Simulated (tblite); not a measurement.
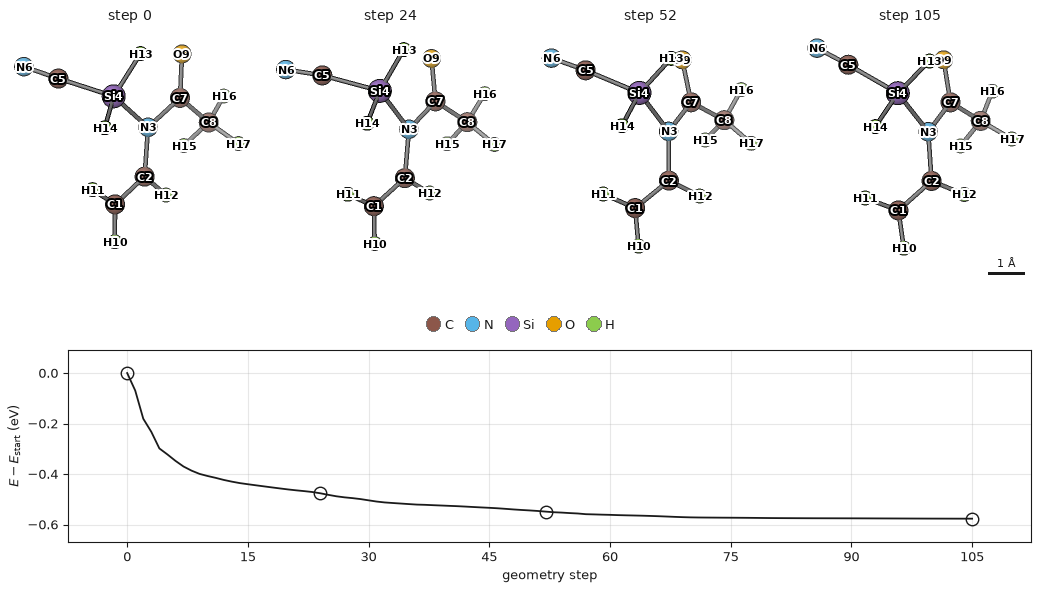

Frames of a relaxation of C5H8N2OSi, marked on the history of the run. A ball-and-stick model, seen from a free direction.

Computed with GFN2-xTB geometry optimisation, gas phase (tblite). 

**Describe the path.**

The energy falls by 0.577 eV in 105 geometry steps. H12 moves most after the best rigid fit: 0.78 Å. Largest moves by element: H 0.78 Å, N 0.67 Å, O 0.55 Å, C 0.50 Å, Si 0.15 Å. Some distances before and after: Si4–O9 2.900 → 2.398 Å, N3–C7 1.447 → 1.346 Å, Si4–C5 1.834 → 1.864 Å, C7–O9 1.257 → 1.228 Å. Bond angles that change, for instance: Si4–N3–C7 115.3° → 104.6°, C2–N3–Si4 122.2° → 130.7°, C5–Si4–H13 108.6° → 115.9°. Groups turn about N3–Si4 by about 30°, C2–N3 by about 30°. The run took 1.4 s on 1 thread of Arm Neoverse N1, with other jobs on the host. From step 0 to 24: O9 moves most (0.32 Å), energy −0.476 eV. From step 24 to 52: H12 moves most (0.46 Å), energy −0.073 eV. From step 52 to 105: N6 moves most (0.35 Å), energy −0.028 eV.

```
step  E − E(0), eV
   0        0.0000
   1       -0.0693
   2       -0.1809
   3       -0.2329
   4       -0.2985
   5       -0.3223
   6       -0.3477
   7       -0.3701
   8       -0.3865
   9       -0.3995
  10       -0.4078
  15       -0.4403
  20       -0.4610
  25       -0.4824
  30       -0.5041
  35       -0.5189
  40       -0.5259
  45       -0.5337
  50       -0.5440
  55       -0.5545
  60       -0.5615
  65       -0.5658
  70       -0.5715
  75       -0.5729
  80       -0.5743
  85       -0.5750
  90       -0.5753
  95       -0.5759
 100       -0.5764
 105       -0.5767
```
